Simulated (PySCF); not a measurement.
# SiNH3 (SMILES [N][SiH3]): U-r2SCAN/STO-6G

What is the energy change on altering one bond length of SiNH3 at U-r2SCAN/STO-6G? 

The results are computed with PySCF 2.14.0.

15 further runs of the same task are left out: 4 that didn't finish, 11 set aside as unsound or not needed.

## Step 1: The molecule

SiNH3: 5 atoms, total charge 0, spin state triplet. As SMILES, `[N][SiH3]`. Geometry: relaxed at GFN2-xTB.

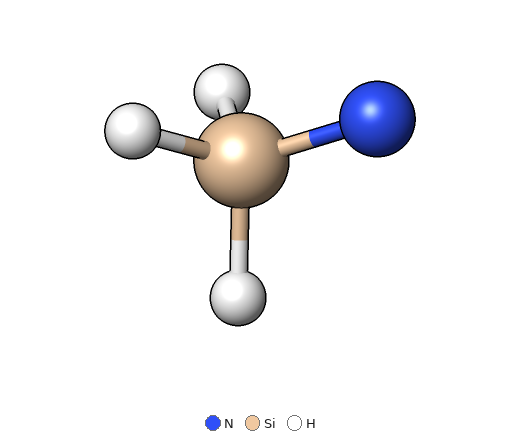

The structure, seen from a chosen angle (nitrogen blue, silicon light orange, hydrogen white).

## Step 2: The energy at U-r2SCAN/STO-6G

Contents of start.xyz:

```xyz
5

N     -1.536630     0.334330     0.479510
Si     0.010240    -0.002340    -0.003820
H      0.064950    -0.313200    -1.445390
H      0.555100    -1.162980     0.727210
H      0.906340     1.144190     0.242490
```

Contents of input.py:

```python
from pyscf import gto, dft

mol = gto.M(
    atom='start.xyz',
    verbose=3,
    basis='sto-6g',
    max_memory=1860,
    spin=2,
    charge=0,
)

calc0 = dft.UKS(mol)
calc0.xc = 'r2scan'
calc0.grids.level = 5
calc0.conv_tol = 1e-10
calc0.kernel()
if not calc0.converged:
    calc0 = calc0.newton().run(calc0.mo_coeff, calc0.mo_occ)

e_tot = calc0.e_tot
print('E(%s) = %.9f' % ('R2SCAN', e_tot))
```

Command:

```
$ OMP_NUM_THREADS=1 python input.py
```

Output:

```text
WARN: HOMO -0.227187861123014 >= LUMO -0.227238907227741

converged SCF energy = -344.648459305486  <S^2> = 2.0080481  2S+1 = 3.0053606
E(R2SCAN) = -344.648459305
```

It took 5.1 s on 1 thread of Intel Xeon Platinum 8559C (Emerald Rapids), shared host; peak memory 0.21 GiB.

## Step 3: The distorted shape at the same level

Contents of run.py:

```python
from pyscf import gto, dft

mol = gto.M(
    atom='''
N   -2.253530  -0.582919   0.282457
Si  -0.706660  -0.919589  -0.200873
H   -0.651950  -1.230449  -1.642443
H   -0.161800  -2.080229   0.530157
H    0.906340   1.144190   0.242490
''',
    charge=0,
    verbose=3,
    basis='sto-6g',
    spin=2,
    max_memory=1860,
)

calc0 = dft.UKS(mol)
calc0.xc = 'r2scan'
calc0.conv_tol = 1e-10
calc0.grids.level = 5
calc0.kernel()
if not calc0.converged:
    calc0 = calc0.newton().run(calc0.mo_coeff, calc0.mo_occ)

energy = calc0.e_tot
print('Final energy', energy)
```

Command:

```
$ OMP_NUM_THREADS=1 python run.py
```

Output:

```text
WARN: HOMO -0.192673053316575 >= LUMO -0.227192439867795

WARN: HOMO 0.105166429407543 >= LUMO 0.100694004750881

converged SCF energy = -344.509493206401  <S^2> = 2.2676804  2S+1 = 3.17344
Final energy -344.509493206401
```

It took 6.3 s on 1 thread of Intel Xeon Platinum 8559C (Emerald Rapids), shared host; peak memory 0.21 GiB.

## Step 4: Summary of results

Level: U-r2SCAN/STO-6G.

| quantity | value |
| --- | --- |
| first shape: total energy | -344.64846 Eh |
| first shape: dipole moment | 1.36 D |
| first shape: HOMO energy (highest over α and β) | -4.06 eV |
| first shape: LUMO energy (lowest over α and β) | 0.02 eV |
| first shape: ⟨S²⟩ | 2.008 |
| distorted shape: total energy | -344.50949 Eh |
| distorted shape: dipole moment | 1.77 D |
| distorted shape: HOMO energy (highest over α and β) | -3.54 eV |
| distorted shape: LUMO energy (lowest over α and β) | 0.02 eV |
| distorted shape: ⟨S²⟩ | 2.268 |
| energy change with the Si2–H5 bond stretched from 1.476 to 2.657 Å | 3.781 eV |

**Reading.** With the Si2–H5 bond stretched from 1.476 to 2.657 Å the energy rises by 3.78 eV (87 kcal/mol). The first shape isn't relaxed at this level, so the change isn't measured from a minimum. The minimal basis adds a large error of its own. Mulliken charges (first shape) run from -0.29 on N1 to +0.64 on Si2; they depend strongly on the basis. ⟨S²⟩ (distorted shape) is 2.27 where a pure triplet has 2.00: the reference is spin-contaminated.
